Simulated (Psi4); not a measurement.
# [AlH4]− (SMILES [AlH4-]) at HF/cc-pVTZ (density fitting with cc-pvqz-jkfit, sweep point 5)

Aim: the vertical ionisation energy of [AlH4]− at HF/cc-pVTZ (density fitting with cc-pvqz-jkfit, sweep point 5), from 2 runs. 

Program for the calculation: Psi4 1.11.

2 further runs of the same task are left out: 2 set aside as unsound or not needed.

## Step 1: The system as given

[AlH4]−: 5 atoms, total charge -1, spin state singlet. As SMILES, `[AlH4-]`. The shape comes from GFN2-xTB, which is rough for such elements, and wasn't checked as a minimum.

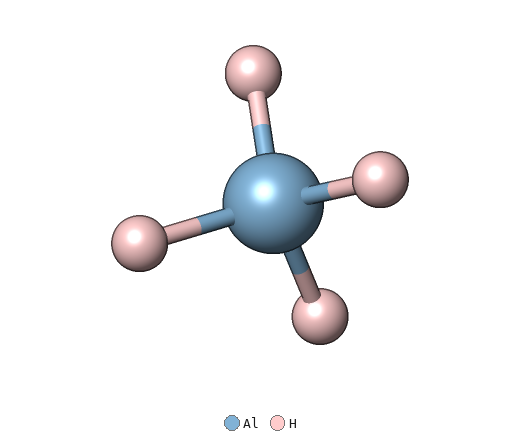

The structure, seen from a chosen angle (aluminium light blue, hydrogen pink).

## Step 2: The energy at HF/cc-pVTZ (density fitting with cc-pvqz-jkfit, sweep point 5)

Contents of alh4.dat:

```
memory 1.6 GB

molecule molecule1 {
  -1 1
  Al    -0.00003779     0.00011338    -0.00204090
  H      2.72783856    -0.95293219     1.05146251
  H     -2.23548931    -1.14233944     1.77469850
  H     -0.38520177    -0.97723407    -2.89262268
  H     -0.10709078     3.07241122     0.06850257
  units au
  symmetry c1
}

set globals {
  puream       true
  scf_type     df
  df_basis_scf cc-pvqz-jkfit
}

e_tot = energy("hf/cc-pVTZ")
```

Started as:

```
$ psi4 alh4.dat alh4.out -n 1
```

alh4.out, shortened:

```text
[...]
  Running in c1 symmetry.
[...]
  Nuclear repulsion =   18.102884363481468
[...]
  Multiplicity = 1
[...]
  Nalpha       = 9
  Nbeta        = 9
[...]
    Number of basis functions: 90
[...]
   @DF-RHF iter   1:  -244.22116350560643   -6.73321e-01   1.78055e-03 DIIS/ADIIS
[...]
   @DF-RHF iter   6:  -244.24692426852192   -1.32080e-07   3.26987e-07 DIIS
[...]
    Orbital Energies [Eh]
    ---------------------
    Doubly Occupied:
       1A    -58.211576     2A     -4.627877     3A     -2.942352
       4A     -2.942352     5A     -2.942348     6A     -0.356903
       7A     -0.195650     8A     -0.195456     9A     -0.195339
[...]
  @DF-RHF Final Energy:  -244.24692426852192
   => Energetics <=
    Nuclear Repulsion Energy =             18.1028843634814685
    One-Electron Energy =                -379.4798801231573293
    Two-Electron Energy =                 117.1300714911539558
    Total Energy =                       -244.2469242685219228
[...]
 Multipole Moments:
 ------------------------------------------------------------------------------------
     Multipole            Electronic (a.u.)      Nuclear  (a.u.)        Total (a.u.)
 ------------------------------------------------------------------------------------
 L = 1.  Multiply by 2.5417464519 to convert [e a0] to [Debye]
 Dipole X            :         -0.0001933            0.0000930           -0.0001003
 Dipole Y            :          0.0006454           -0.0002453            0.0004001
 Dipole Z            :         -0.0086270            0.0045670           -0.0040600
 Magnitude           :                                                    0.0040809
[...]
```

Run time: 2 s. Hardware: 1 thread of Intel Xeon Platinum 8488C (Sapphire Rapids), shared host; peak memory 0.3 GiB.

## Step 3: Doublet neutral AlH4, same level

Contents of input.inp:

```
memory 1.6 GB

molecule {
  0 2
  Al    -0.00003779     0.00011338    -0.00204090
  H      2.72783856    -0.95293219     1.05146251
  H     -2.23548931    -1.14233944     1.77469850
  H     -0.38520177    -0.97723407    -2.89262268
  H     -0.10709078     3.07241122     0.06850257
  units bohr
  symmetry c1
}

set basis cc-pVTZ
set reference uhf
set puream true
set scf_type df
set df_basis_scf cc-pvqz-jkfit
set maxiter 150

e_tot, wfn = energy('scf', return_wfn=True)
```

Started as:

```
$ psi4 -n 1 input.inp input.out
```

input.out, shortened:

```text
[...]
  Running in c1 symmetry.
[...]
  Nuclear repulsion =   18.102884363481468
[...]
  Multiplicity = 2
[...]
  Nalpha       = 9
  Nbeta        = 8
[...]
    Number of basis functions: 90
[...]
   @DF-UHF iter   1:  -244.05710573392793   -5.09263e-01   1.73298e-03 DIIS/ADIIS
[...]
   @DF-UHF iter  14:  -244.09473949107559   -3.65852e-08   4.56311e-07 DIIS
[...]
   @S^2 Observed:                8.297811667E-01
[...]
    Orbital Energies [Eh]
    ---------------------
    Alpha Occupied:
       1A    -58.471389     2A     -4.887864     3A     -3.206907
       4A     -3.200270     5A     -3.199832     6A     -0.669233
       7A     -0.576743     8A     -0.454646     9A     -0.401313
    Alpha Virtual:
      10A      0.112576    11A      0.112663    12A      0.117729
      13A      0.196867    14A      0.236796    15A      0.239961
      16A      0.251916    17A      0.256073    18A      0.273222
      19A      0.278034    20A      0.360305    21A      0.374453
      22A      0.402128    23A      0.533395    24A      0.564349
      25A      0.602582    26A      0.608693    27A      0.721981
[...]
  @DF-UHF Final Energy:  -244.09473949107559
   => Energetics <=
    Nuclear Repulsion Energy =             18.1028843634814685
    One-Electron Energy =                -375.0289962403367099
    Two-Electron Energy =                 112.8313723857796731
    Total Energy =                       -244.0947394910755861
  UHF NO Occupations:
  HONO-2 :    7  A 1.9998098
  HONO-1 :    8  A 1.9595873
[...]
 Multipole Moments:
 ------------------------------------------------------------------------------------
     Multipole            Electronic (a.u.)      Nuclear  (a.u.)        Total (a.u.)
 ------------------------------------------------------------------------------------
 L = 1.  Multiply by 2.5417464519 to convert [e a0] to [Debye]
 Dipole X            :          0.1280310            0.0000930            0.1281240
 Dipole Y            :         -0.5341060           -0.0002453           -0.5343512
 Dipole Z            :          0.7135299            0.0045670            0.7180970
 Magnitude           :                                                    0.9042180
[...]
```

Wall time 2.1 s (1 thread of Intel Xeon Platinum 8488C (Sapphire Rapids), shared host); peak memory 0.29 GiB.

## Step 4: Outcome

At HF/cc-pVTZ (density fitting with cc-pvqz-jkfit, sweep point 5):

| quantity | value |
| --- | --- |
| singlet [AlH4]−: total energy | -244.24692 Eh |
| singlet [AlH4]−: HOMO energy | -5.32 eV |
| singlet [AlH4]−: LUMO energy | 8.22 eV |
| singlet [AlH4]−: HOMO–LUMO gap (to an unbound level, set by the basis) | 13.53 eV |
| doublet neutral AlH4: total energy | -244.09474 Eh |
| doublet neutral AlH4: dipole moment | 2.30 D |
| doublet neutral AlH4: HOMO energy (highest over α and β) | -10.29 eV |
| doublet neutral AlH4: LUMO energy (lowest over α and β) | -3.09 eV |
| doublet neutral AlH4: ⟨S²⟩ | 0.830 |
| vertical detachment energy (to the doublet neutral) | 4.141 eV |

**Reading.** The vertical ionisation energy comes to 4.14 eV (95 kcal/mol). The negative HOMO energy of the first species, 5.32 eV, lies 1.17 eV above that difference.
